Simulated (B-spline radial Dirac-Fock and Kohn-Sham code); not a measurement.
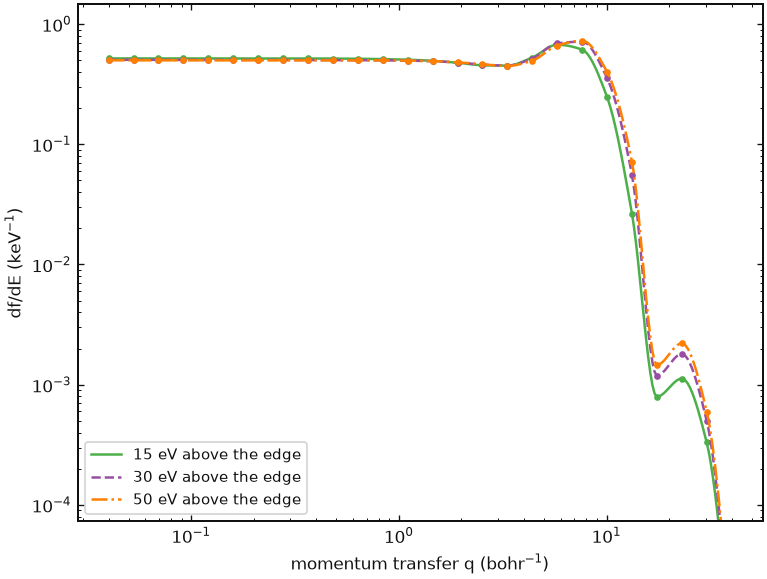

The generalised oscillator strength of one subshell against momentum transfer, at the energies in the key. It refers to neutral Ir, N1 (4s) edge at 691.1 eV. Method: first Born approximation, a Dirac–Hartree–Slater potential with a Latter tail, continuum alone (no white lines) (computed with a B-spline radial code).

**Is there a maximum at finite q at 50 eV above the edge?**

Yes, 0.728 keV⁻¹ near q = 7.6 bohr⁻¹.

**What is the optical limit 50 eV above the edge?**

0.500 keV⁻¹.
